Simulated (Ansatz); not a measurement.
Process, species as SMILES: C1CC=1 + 4 [H][H] (H2) → 3 C (CH4)
B3LYP-D3(BJ)/def2-TZVP geometries, fixed; electronic energies without zero-point terms.

Basis-set convergence of the energy of full hydrogenation at B2PLYP with Ansatz (a program for electronic structure). Cartesian d functions, on some or all atoms, in 6-31+G*, 6-31G**; all else is spherical. Cores are frozen. No added dispersion term, no relativity. Functions are those of the species that has most. Reference: the value in def2-QZVPPD, -142.90 kcal/mol, itself unsure by roughly 0.14 kcal/mol (its mean distance from pcseg-3, def2-QZVPP, cc-pVQZ). Deviations are taken from unrounded values. Cost is core time over that of def2-TZVP, rough, on shared machines of one kind; a dash marks a row that isn't timed (too short, read off another run, short of memory, by another algorithm or on other hardware).

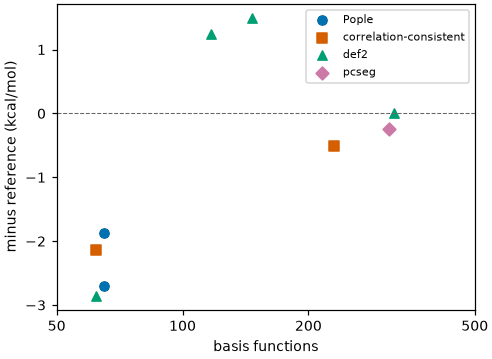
Figure. Deviation from the reference against the number of basis functions, by family of sets.

```json
[
 {"basis": "cc-pVDZ", "functions": "62", "energy of full hydrogenation (kcal/mol)": "-145.03", "minus reference (kcal/mol)": "-2.13", "cost": "-"},
 {"basis": "def2-SVP", "functions": "62", "energy of full hydrogenation (kcal/mol)": "-145.75", "minus reference (kcal/mol)": "-2.85", "cost": "-"},
 {"basis": "6-31+G*", "functions": "65", "energy of full hydrogenation (kcal/mol)": "-144.77", "minus reference (kcal/mol)": "-1.87", "cost": "0.6×"},
 {"basis": "6-31G**", "functions": "65", "energy of full hydrogenation (kcal/mol)": "-145.61", "minus reference (kcal/mol)": "-2.71", "cost": "-"},
 {"basis": "def2-TZVP", "functions": "117", "energy of full hydrogenation (kcal/mol)": "-141.66", "minus reference (kcal/mol)": "1.24", "cost": "1×"},
 {"basis": "def2-TZVPD", "functions": "147", "energy of full hydrogenation (kcal/mol)": "-141.40", "minus reference (kcal/mol)": "1.50", "cost": "2×"},
 {"basis": "aug-cc-pVTZ", "functions": "230", "energy of full hydrogenation (kcal/mol)": "-143.41", "minus reference (kcal/mol)": "-0.51", "cost": "2×"},
 {"basis": "pcseg-3", "functions": "312", "energy of full hydrogenation (kcal/mol)": "-143.15", "minus reference (kcal/mol)": "-0.25", "cost": "7×"},
 {"basis": "def2-QZVPPD", "functions": "321", "energy of full hydrogenation (kcal/mol)": "-142.90", "minus reference (kcal/mol)": "0.00", "cost": "8×"}
]
```
